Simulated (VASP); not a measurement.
Band structure of HgTe (zinc blende). Level of theory: TPSS meta-GGA, VASP's PBE PAW potentials (set 64) (plane waves; VASP).

Unless said otherwise, spin-orbit coupling is left out, though it shifts the bands of the heavy elements here.

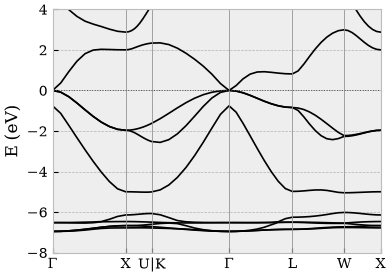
Figure. Bands along high-symmetry lines, zero at the valence-band maximum or, without a gap, the Fermi level

**Question.** Read the plot: is there a gap, and where are the band edges?

**Answer.** It has no gap at this level: it comes out as a metal or semimetal.

The compound is HgTe in the zinc blende structure. It was relaxed first, which changed the volume by +9 %.
